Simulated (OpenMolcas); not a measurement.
# W⁴⁺ among point charges: CASSCF and CASPT2 levels and susceptibility

How does a field of 6 point charges split the states of W⁴⁺, and what χT follows?

The numbers are computed with OpenMolcas 26.06 (state-averaged CASSCF and CASPT2, spin-orbit coupling by RASSI with atomic mean-field integrals), except any that are marked as measured or tabulated.

## (1) The system

- Species: W⁴⁺ (tungsten, Z = 74, 70 electrons)
- Basis: ANO-RCC-VDZP [7s6p4d2f1g], 68 functions
- Scalar Hamiltonian: DKH2, point nucleus
- Inactive shells: 1s 2s 2p 3s 3p 3d 4s 4p 4d 4f 5s 5p
- Active space: 2 electrons in 5 orbitals (5d)
- Some configurations of this space: 5d2
- Orbitals: optimised for each spin and parity, averaged over all roots

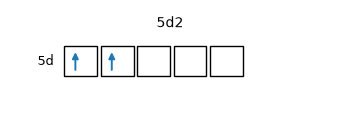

The shells outside the core, filled by Hund's rule for the drawing.

The ion sits among 6 point charges of -1.7 e arranged as a tetragonal octahedron (D4h), 2.04 Å from the ion, with the axial distance 2.020 Å.

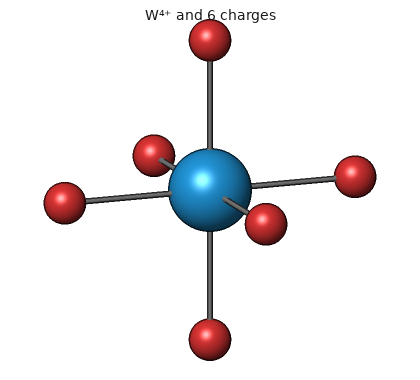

The ion and the point charges (red).

The work runs as a chain of OpenMolcas steps in one folder; each step below is one input file. Labels, J, g values, rates, χT and fits are worked out afterwards by a script from the matrices that RASSI stores. The input lists half of the charges; inversion (Group=XYZ) makes the rest.

## (2) GATEWAY and SEWARD: basis and integrals

Contents of a.inp:

```
&GATEWAY
Coord
1

W 0.0 0.0 0.0
Basis=ANO-RCC-VDZP
Group=XYZ
NoMove
AngMom=0.0 0.0 0.0
AMFI
XField
3 Angstrom 0
2.040000 0.000000 0.000000 -1.700000
0.000000 2.040000 0.000000 -1.700000
0.000000 0.000000 2.019600 -1.700000
&SEWARD
```

The run is started by

```console
$ OMP_NUM_THREADS=1 MOLCAS_MEM=1689 MOLCAS_PROJECT=a pymolcas a.inp > a.log
```

Standard output:

```text
Basis set label: W.ANO-RCC...7S6P4D2F1G.

      Electronic valence basis set:
      ------------------
      Associated Effective Charge  74.000000 au
      Associated Actual Charge     74.000000 au
      Nuclear Model: Point charge

      Shell  nPrim  nBasis  Cartesian Spherical Contaminant
         s      24       7        X
         p      21       6        X
         d      15       4                 X
         f      11       2                 X
         g       4       1                 X
                  Relativistic Douglas-Kroll-Hess integrals:
                    - DKH order of Hamiltonian: 2
                    - DKH order of Properties : 0
                  Atomic mean-field integrals
```

## (3) Reference wave functions, triplets of even parity, 10 roots

Contents of a.inp:

```
&RASSCF
FileOrb=start.orb
Symmetry=1
Spin=3
nActEl=2 0 0
Inactive=15 19
Ras2=5 0
CIRoot=10 10 1
SDav=10
CIMx=300
Iter=120 100
PrWF=0.3
OrbListing=Nothing
MaxOrb=0
>>> COPY $Project.JobIph JOB001
```

The run is started by

```console
$ OMP_NUM_THREADS=1 MOLCAS_MEM=1689 MOLCAS_PROJECT=a pymolcas a.inp > a.log
```

start.orb holds the contracted functions of the basis, ordered by shell, or the orbitals of the step before.

Standard output, shortened:

```text
[...]
      Number of active orbitals                  5
[...]
      Spin quantum number                      1.0
[...]
      Active orbitals                            5   0
[...]
      Number of CSFs                            10
      Number of root(s) required                10
[...]
      Convergence after 13 iterations
[...]
      Natural orbitals and occupation numbers for root  1
      sym 1:   0.955991   0.044009  -0.000000   0.955991   0.044009
      Natural orbitals and occupation numbers for root  2
      sym 1:   0.955991   0.955991   0.044009   0.044009   0.000000
      Natural orbitals and occupation numbers for root  3
      sym 1:   0.049533   0.950467  -0.000000   0.950467   0.049533
::    RASSCF root number  1 Total energy: -16134.97230751
::    RASSCF root number  2 Total energy: -16134.97230751
::    RASSCF root number  3 Total energy: -16134.97098440
[...]
::    RASSCF root number  7 Total energy: -16134.87447896
::    RASSCF root number  8 Total energy: -16134.87040664
::    RASSCF root number  9 Total energy: -16134.87040664
::    RASSCF root number 10 Total energy: -16134.85924478
```

## (4) CASSCF: singlets of even parity, 15 roots

Contents of a.inp:

```
&RASSCF
FileOrb=start.orb
Symmetry=1
Spin=1
nActEl=2 0 0
Inactive=15 19
Ras2=5 0
CIRoot=15 15 1
SDav=15
CIMx=300
Iter=120 100
PrWF=0.3
OrbListing=Nothing
MaxOrb=0
>>> COPY $Project.JobIph JOB002
```

Standard output, shortened:

```text
[...]
      Number of active orbitals                  5
[...]
      Spin quantum number                      0.0
[...]
      Active orbitals                            5   0
[...]
      Number of CSFs                            15
      Number of root(s) required                15
[...]
      Convergence after  9 iterations
[...]
      Natural orbitals and occupation numbers for root  1
      sym 1:   0.969466   0.030534   0.000000   0.969466   0.030534
      Natural orbitals and occupation numbers for root  2
      sym 1:   0.969466   0.969466   0.000000   0.030534   0.030534
      Natural orbitals and occupation numbers for root  3
      sym 1:   1.367042   0.305886   0.012113   0.305883   0.009076
::    RASSCF root number  1 Total energy: -16134.92208960
::    RASSCF root number  2 Total energy: -16134.92208959
::    RASSCF root number  3 Total energy: -16134.92155947
[...]
::    RASSCF root number 12 Total energy: -16134.84644809
::    RASSCF root number 13 Total energy: -16134.79917968
::    RASSCF root number 14 Total energy: -16134.79778379
::    RASSCF root number 15 Total energy: -16134.71917422
```

## (5) State interaction with spin-orbit coupling

Contents of a.inp:

```
&RASSI
NrOfJobIphs=2 10 15
1 2 3 4 5 6 7 8 9 10
1 2 3 4 5 6 7 8 9 10 11 12 13 14 15
IphNames
JOB001
JOB002
EJob
SpinOrbit
DIPRint=1.0
SOCoupling=1000.0
Subsets=2
Property=9
'ANGMOM' 1 'ANGMOM' 2 'ANGMOM' 3 'MLTPL  1' 1 'MLTPL  1' 2 'MLTPL  1' 3
'AMFI' 1 'AMFI' 2 'AMFI' 3
SOProperty=3
'ANGMOM' 1 'ANGMOM' 2 'ANGMOM' 3
```

Standard output:

```text
SPIN-FREE ENERGIES:
  (Shifted by EMIN (a.u.) =     -16134.9723075090)

 SF State       Relative EMIN(au)   Rel lowest level(eV)    D:o, cm**(-1)      L_eff

     1             0.0000000000        0.0000000000              0.0000         2.9
     2             0.0000000000        0.0000000000              0.0000         2.9
     3             0.0013231125        0.0360037244            290.3896         2.9
    11             0.0502179131        1.3664990307          11021.5580         2.9
    12             0.0502179187        1.3664991818          11021.5592         2.9
    13             0.0507480348        1.3809243763          11137.9062         3.1
    14             0.0520510128        1.4163802137          11423.8768         2.9
     4             0.0528853723        1.4390842912          11606.9976         3.0
     5             0.0528853723        1.4390842912          11606.9976         3.0
    15             0.0530621260        1.4438940048          11645.7905         3.1
     6             0.0539685436        1.4685588840          11844.7262         3.0
     7             0.0978285522        2.6620505198          21470.8854         1.2
     8             0.1019008672        2.7728638570          22364.6553         1.2
     9             0.1019008672        2.7728638570          22364.6553         1.2
    16             0.1035309593        2.8172209227          22722.4191         3.4
    17             0.1119046094        3.0450795492          24560.2229         3.4
    18             0.1119046145        3.0450796884          24560.2240         3.4
    10             0.1130627290        3.0765935898          24814.4008         3.0
    19             0.1140271770        3.1028375552          25026.0726         3.3
    20             0.1214267579        3.3041904099          26650.0929         4.0
    21             0.1258594164        3.4248091934          27622.9490         4.0
    22             0.1258594164        3.4248091934          27622.9490         4.0
    23             0.1731278323        4.7110483134          37997.1672         3.2
    24             0.1745237179        4.7490322969          38303.5287         3.2
    25             0.2531332897        6.8881077177          55556.3354         1.7
     Dipole printing threshold changed to   1.00000000E+00
Eigenvalues of complex Hamiltonian:
   -----------------------------------
  (Shifted by EMIN (a.u.) =     -16134.9723075090)

 SO State       Relative EMIN(au)   Rel lowest level(eV)    D:o, cm**(-1)     J-value

     1            -0.0237698221        0.0000000000              0.0000         1.4
     2            -0.0230813404        0.0187345412            151.1043         2.1
     3            -0.0198999658        0.1053041535            849.3353         1.6
     4            -0.0192100109        0.1240787830           1000.7629         2.0
     5            -0.0192100104        0.1240787964           1000.7630         2.0
     6             0.0050496116        0.7842167422           6325.1346         2.5
     7             0.0055674774        0.7983085881           6438.7930         2.6
     8             0.0055674774        0.7983085883           6438.7930         2.6
     9             0.0154335679        1.0667785882           8604.1496         2.8
    10             0.0318924897        1.5146486643          12216.4654         2.4
    11             0.0318924919        1.5146487240          12216.4658         2.4
    12             0.0329304717        1.5428935949          12444.2761         2.5
    13             0.0457952918        1.8929631824          15267.7777         2.4
    14             0.0471291723        1.9292599196          15560.5306         2.3
    15             0.0493741564        1.9903490499          16053.2477         2.3
    16             0.0585133770        2.2390399125          18059.0748         2.2
    17             0.0589478828        2.2508634161          18154.4378         3.1
    18             0.0589478828        2.2508634170          18154.4378         3.1
    19             0.0620795643        2.3360808117          18841.7624         2.6
    20             0.0624449387        2.3460231566          18921.9528         3.2
    21             0.0628398148        2.3567682830          19008.6181         2.2
    22             0.0628398174        2.3567683514          19008.6187         2.2
    23             0.0629012600        2.3584402913          19022.1038         2.0
    24             0.0778749405        2.7658948941          22308.4468         1.6
    25             0.0929510405        3.1761364741          25617.2683         1.5
    26             0.0929510407        3.1761364813          25617.2683         1.5
    27             0.0952382798        3.2383754257          26119.2593         1.1
    28             0.0965097470        3.2729738121          26398.3141         2.4
    29             0.0965097486        3.2729738556          26398.3144         2.4
    30             0.0971103531        3.2893171373          26530.1319         2.7
    31             0.1097656726        3.6336859233          29307.6535         1.9
    32             0.1123558224        3.7041674893          29876.1256         2.8
    33             0.1136537654        3.7394863192          30160.9912         1.8
    34             0.1160761527        3.8054028360          30692.6438         2.2
    35             0.1160761537        3.8054028632          30692.6440         2.2
    36             0.1182962236        3.8658140406          31179.8930         2.1
    37             0.1248433943        4.0439716330          32616.8309         1.6
    38             0.1289040507        4.1544677207          33508.0419         3.7
    39             0.1289040511        4.1544677328          33508.0420         3.7
    40             0.1344724712        4.3059921622          34730.1690         2.7
    41             0.1344724731        4.3059922151          34730.1694         2.7
Weights of the five most important spin-orbit-free states for each spin-orbit state.

 SO State  Total energy (au)           Spin-free states, spin, and weights
 -------------------------------------------------------------------------------------------------------
    1        -0.023770       1 1.0  0.4201    2 1.0  0.4201    6 1.0  0.0670   15 0.0  0.0466    5 1.0  0.0179
    2        -0.023081       3 1.0  0.5441    2 1.0  0.1440    1 1.0  0.1440    4 1.0  0.0522    5 1.0  0.0522
    3        -0.019900       1 1.0  0.4237    2 1.0  0.4237   14 0.0  0.0497    4 1.0  0.0421    5 1.0  0.0421
    4        -0.019210       3 1.0  0.4002    1 1.0  0.3844    2 1.0  0.0556   11 0.0  0.0506    6 1.0  0.0438
    5        -0.019210       3 1.0  0.4002    2 1.0  0.3844    1 1.0  0.0556   12 0.0  0.0506    6 1.0  0.0438
    6         0.005050       2 1.0  0.4607    1 1.0  0.4607    5 1.0  0.0354    4 1.0  0.0354   20 0.0  0.0063
    7         0.005567       3 1.0  0.4748    2 1.0  0.3556    1 1.0  0.0917    6 1.0  0.0307    4 1.0  0.0211
    8         0.005567       3 1.0  0.4748    1 1.0  0.3556    2 1.0  0.0917    6 1.0  0.0307    5 1.0  0.0211
    9         0.015434       3 1.0  0.3179    1 1.0  0.3004    2 1.0  0.3004   16 0.0  0.0444    7 1.0  0.0122
   10         0.031892      11 0.0  0.3929    6 1.0  0.1966    5 1.0  0.1456    3 1.0  0.0780    4 1.0  0.0647
   11         0.031892      12 0.0  0.3929    6 1.0  0.1966    4 1.0  0.1456    3 1.0  0.0780    5 1.0  0.0647
   12         0.032930      14 0.0  0.3660    4 1.0  0.2184    5 1.0  0.2184    1 1.0  0.0684    2 1.0  0.0684
```

These steps: 5.3 s of run time, 1 thread of Arm Neoverse V2, shared host.

States without spin-orbit coupling:

| state | degeneracy | E (cm-1) | free-ion L (%) |
| --- | --- | --- | --- |
| 3E | 2 | 0 | F (94) |
| 3A2 | 1 | 290 | F (94) |
| 1E | 2 | 11022 | D (63) |
| 1A1 | 1 | 11138 | D (53) |
| 1B2 | 1 | 11424 | D (62) |
| 3E | 2 | 11607 | F (100) |
| 1B1 | 1 | 11646 | D (52) |
| 3B2 | 1 | 11845 | F (100) |
| 3A2 | 1 | 21471 | P (94) |
| 3E | 2 | 22365 | P (94) |
| 1A1 | 1 | 22722 | G (77) |
| 1E | 2 | 24560 | G (63) |
| 3B1 | 1 | 24814 | F (100) |
| 1B2 | 1 | 25026 | G (62) |
| 1A2 | 1 | 26650 | G (100) |
| 1E | 2 | 27623 | G (100) |
| 1A1 | 1 | 37997 | G (53) |
| 1B1 | 1 | 38304 | G (52) |
| 1A1 | 1 | 55556 | S (77) |

With spin-orbit coupling:

```json
{"E (cm-1)": "0.0", "Degeneracy": "1", "Label": "B1", "2S+1": "3", "g": ""}
{"E (cm-1)": "151.1", "Degeneracy": "1", "Label": "A1", "2S+1": "3", "g": ""}
{"E (cm-1)": "849.3", "Degeneracy": "1", "Label": "B2", "2S+1": "3", "g": ""}
{"E (cm-1)": "1001", "Degeneracy": "2", "Label": "E", "2S+1": "3", "g": "0.00 0.00 1.43"}
{"E (cm-1)": "6325", "Degeneracy": "1", "Label": "A2", "2S+1": "3", "g": ""}
{"E (cm-1)": "6439", "Degeneracy": "2", "Label": "E", "2S+1": "3", "g": "0.00 0.00 0.42"}
{"E (cm-1)": "8604", "Degeneracy": "1", "Label": "A1", "2S+1": "3", "g": ""}
{"E (cm-1)": "12216", "Degeneracy": "2", "Label": "E", "2S+1": "3", "g": "0.00 0.00 1.52"}
{"E (cm-1)": "12444", "Degeneracy": "1", "Label": "B2", "2S+1": "3", "g": ""}
{"E (cm-1)": "15268", "Degeneracy": "1", "Label": "B1", "2S+1": "3", "g": ""}
{"E (cm-1)": "15561", "Degeneracy": "1", "Label": "A1", "2S+1": "1", "g": ""}
{"E (cm-1)": "16053", "Degeneracy": "1", "Label": "B1", "2S+1": "1", "g": ""}
{"E (cm-1)": "18059", "Degeneracy": "1", "Label": "A2", "2S+1": "3", "g": ""}
{"E (cm-1)": "18154", "Degeneracy": "2", "Label": "E", "2S+1": "3", "g": "0.00 0.00 1.33"}
{"E (cm-1)": "18842", "Degeneracy": "1", "Label": "A1", "2S+1": "3", "g": ""}
{"E (cm-1)": "18922", "Degeneracy": "1", "Label": "B1", "2S+1": "3", "g": ""}
{"E (cm-1)": "19009", "Degeneracy": "2", "Label": "E", "2S+1": "3", "g": "0.00 0.00 0.50"}
{"E (cm-1)": "19022", "Degeneracy": "1", "Label": "B2", "2S+1": "1", "g": ""}
{"E (cm-1)": "22308", "Degeneracy": "1", "Label": "A1", "2S+1": "3", "g": ""}
{"E (cm-1)": "25617", "Degeneracy": "2", "Label": "E", "2S+1": "3", "g": "0.00 0.00 2.27"}
{"E (cm-1)": "26119", "Degeneracy": "1", "Label": "A2", "2S+1": "3", "g": ""}
{"E (cm-1)": "26398", "Degeneracy": "2", "Label": "E", "2S+1": "3", "g": "0.00 0.00 1.56"}
{"E (cm-1)": "26530", "Degeneracy": "1", "Label": "B2", "2S+1": "1", "g": ""}
{"E (cm-1)": "29308", "Degeneracy": "1", "Label": "A1", "2S+1": "3", "g": ""}
```

Principal g values are given for doublets only; a zero marks a field direction without first-order Zeeman splitting.

Powder χT (cm³ K/mol): 0.00 at 2 K, 0.00 at 5 K, 0.00 at 10 K, 0.00 at 20 K, 0.01 at 50 K, 0.02 at 100 K, 0.02 at 150 K, 0.03 at 200 K, 0.04 at 250 K, 0.05 at 300 K.

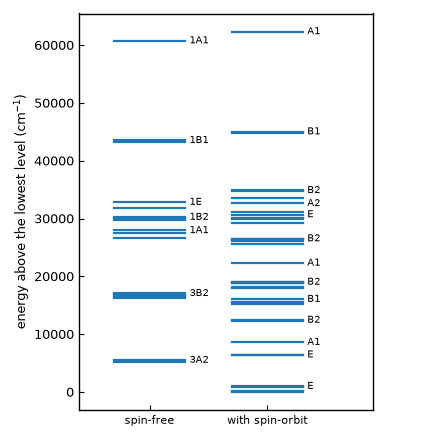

The states in the field without (left) and with (right) spin-orbit coupling.

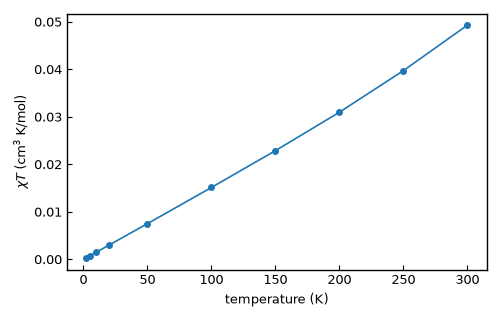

χT against temperature.

Orbitals of the lowest block (energies include the constant potential of the surroundings):

| shell | space | energy (hartree) | mean occupation | ⟨r²⟩ (bohr²) |
| --- | --- | --- | --- | --- |
| 1s | inactive | -2562.5557 | 2.000 | 0.000431 |
| 2s | inactive | -446.9048 | 2.000 | 0.00704 |
| 2p | inactive | -392.2440 | 6.000 | 0.00582 |
| 3s | inactive | -104.4105 | 2.000 | 0.0460 |
| 3p | inactive | -87.8219 | 6.000 | 0.0466 |
| 3d | inactive | -67.9471 | 10.000 | 0.0390 |
| 4s | inactive | -21.9056 | 2.000 | 0.229 |
| 4p | inactive | -16.3358 | 6.000 | 0.259 |
| 4d | inactive | -8.9850 | 10.000 | 0.304 |
| 4f | inactive | -0.8039 | 14.000 | 0.443 |
| 5s | inactive | -2.3823 | 2.000 | 1.30 |
| 5p | inactive | -0.8534 | 6.000 | 1.71 |
| 5d | RAS2 |  | 2.000 | 3.43 |

## (6) CASPT2: IPEA 0.25, imaginary shift 0.1 (closed shells correlated: 4f 5s 5p)

Contents of a.inp:

```
>>> COPY JOB001 $Project.JobIph
&CASPT2
Multistate=10 1 2 3 4 5 6 7 8 9 10
NoMult
Frozen=14 9
IPEA=0.25
Imaginary=0.1
MaxIter=60
WThr=0.0 0.3 0.05
PrWF=0.5
NoMix
>>> COPY JOB002 $Project.JobIph
&CASPT2
Multistate=15 1 2 3 4 5 6 7 8 9 10 11 12 13 14 15
NoMult
Frozen=14 9
IPEA=0.25
Imaginary=0.1
MaxIter=60
WThr=0.0 0.3 0.05
PrWF=0.5
NoMix
```

Standard output, shortened:

```text
[...]
      Active orbitals                            5   0
[...]
      E2 (Variational):          -0.7512467914
      Total energy:          -16135.7235543004
[...]
::    CASPT2 Root  1     Total energy: -16135.72355430
::    CASPT2 Root  2     Total energy: -16135.72355429
[...]
::    CASPT2 Root 12     Total energy: -16135.60147260
::    CASPT2 Root 13     Total energy: -16135.55596311
::    CASPT2 Root 14     Total energy: -16135.55471980
::    CASPT2 Root 15     Total energy: -16135.48660558
```

This run took 3.3 s in all on 1 thread of Arm Neoverse V2, shared host.

SS-CASPT2: lowest energy less the reference's lowest, -0.7512 hartree; reference weights 0.919 to 0.928.

Spin-free states, with their symmetry labels:

| state | degeneracy | E (cm-1) | free-ion L (%) |
| --- | --- | --- | --- |
| 3E | 2 | 0 | F (94) |
| 3A2 | 1 | 321 | F (94) |
| 1E | 2 | 9604 | D (63) |
| 1A1 | 1 | 10154 | D (53) |
| 1B2 | 1 | 10205 | D (62) |
| 1B1 | 1 | 10589 | D (52) |
| 3E | 2 | 11660 | F (100) |
| 3B2 | 1 | 12084 | F (100) |
| 3A2 | 1 | 20352 | P (94) |
| 1A1 | 1 | 20708 | G (77) |
| 3E | 2 | 21191 | P (94) |
| 1E | 2 | 23388 | G (63) |
| 1B2 | 1 | 23854 | G (62) |
| 3B1 | 1 | 25017 | F (100) |
| 1A2 | 1 | 25936 | G (100) |
| 1E | 2 | 26794 | G (100) |
| 1A1 | 1 | 36782 | G (53) |
| 1B1 | 1 | 37055 | G (52) |
| 1A1 | 1 | 52004 | S (77) |

With spin-orbit coupling:

```
E (cm-1)  Degeneracy  Label  2S+1               g
       0           1     B1     3                
     150           1     A1     3                
     820           1     B2     3                
     970           2      E     3  0.00 0.00 1.43
    6370           1     A2     3                
    6500           2      E     3  0.00 0.00 0.42
    8510           1     A1     3                
   11680           2      E     3  0.00 0.00 1.39
   12010           1     B2     3                
   14680           1     A1     1                
   15090           1     B1     1                
   15430           1     B1     3                
   18120           1     A2     3                
   18230           2      E     3  0.00 0.00 0.84
   18460           1     B2     3                
   18510           2      E     3  0.00 0.00 1.10
   18860           1     A1     3                
   19060           1     B1     3                
   21110           1     A1     3                
   24570           2      E     3  0.00 0.00 2.56
   25010           1     A2     3                
   25500           2      E     3  0.00 0.00 1.55
   25700           1     B2     1                
   27760           1     A1     1
```

Powder χT (cm³ K/mol): 0.00 at 2 K, 0.00 at 5 K, 0.00 at 10 K, 0.00 at 20 K, 0.01 at 50 K, 0.02 at 100 K, 0.02 at 150 K, 0.03 at 200 K, 0.04 at 250 K, 0.05 at 300 K.

## (7) The methods side by side

A. CASSCF
B. SS-CASPT2, IPEA 0.25, imaginary shift 0.1 (closed shells correlated: 4f 5s 5p)

| method | ground state | first state of that spin (cm-1) | first gap with spin-orbit (cm-1) | χT at 300 K |
| --- | --- | --- | --- | --- |
| A | 3E | 3A2 290.4 | 151.1 | 0.05 |
| B | 3E | 3A2 320.9 | 152.4 | 0.05 |

## (8) Summary of results

```
                                            quantity                                                                           value
                                              method  SS-CASPT2, IPEA 0.25, imaginary shift 0.1 (closed shells correlated: 4f 5s 5p)
                              spin-free ground state                                                  3E, 2-fold in its orbital part
first state of the same spin within the active space                                                                 3A2 at 321 cm⁻¹
                                        lowest level                                                                       1-fold B1
                                          next level                                                                      152.4 cm⁻¹
                                         χT at 300 K                                                                  0.05 cm³ K/mol
                           effective moment at 300 K                                                                         0.64 μB
```

Cost by method:

| method | time of its own steps | time with the reference |
| --- | --- | --- |
| A. CASSCF | 5.3 s | 5.3 s |
| B. SS-CASPT2, IPEA 0.25, imaginary shift 0.1, +4f 5s 5p | 3.3 s | 8.6 s |

Times are of one thread on a shared host.

**Reading.** The spin-free ground state (3E) comes to 94 % from free-ion F terms and keeps the highest spin of the shell. χT at 300 K is 0.05, against 1.00 cm³ K/mol for the spin alone, so spin-orbit coupling lowers it. The field of point charges can differ much from that of real complexes. Point charges carry no covalency, so the field is a model and not that of real ligands.
